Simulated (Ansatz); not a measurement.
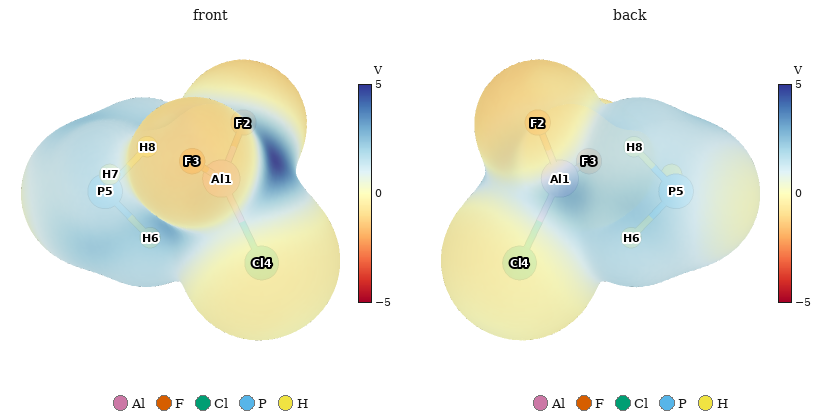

Figure. AlClF$_{2}$···PH$_{3}$. The electrostatic potential painted on the density surface at 0.004 e/bohr³, seen from the front and from behind; the colour scale runs from red (negative) to blue (positive).

These are results of RKS PBE-D4/def2-SVP in Ansatz 0.2.0, not measurements.

Input

```
crystal:
  periodic: [false, false, false]
  atoms:
    - { symbol: Al, position_ang: [-0.047034, 0.11788, 0.000119] }
    - { symbol: F, position_ang: [-0.181467, 0.413386, 1.650549] }
    - { symbol: F, position_ang: [1.467946, -0.066252, -0.666085] }
    - { symbol: Cl, position_ang: [-1.736817, 0.228352, -1.218784] }
    - { symbol: P, position_ang: [-0.256966, -3.070741, 1.354577] }
    - { symbol: H, position_ang: [-0.948975, -2.765507, 0.121498] }
    - { symbol: H, position_ang: [1.04618, -2.943629, 0.750651] }
    - { symbol: H, position_ang: [-0.275567, -1.707489, 1.794975] }
basis:
  gaussian: { orbitals: def2-SVP }
hamiltonian:
  xc: pbe
  dispersion: d4
relax:
  f_tol: 0.03
  max_steps: 50
output:
  orbitals: {}
```

Run with:

```sh
ansatz run input.yaml --threads 2 --pin off --max-ram 3072MiB --backend cpu --events-out ev --progress --plain --runs-dir out
```

The fields are those of the run's last geometry, not of the input's.

**Which sites attract a positive test charge, and which a negative one?**

A positive charge is drawn to the negative regions and a negative charge to the positive ones. The most negative region (about −1.2 V) lies over F2 and F3, the most positive (about +4.3 V) over Al1.
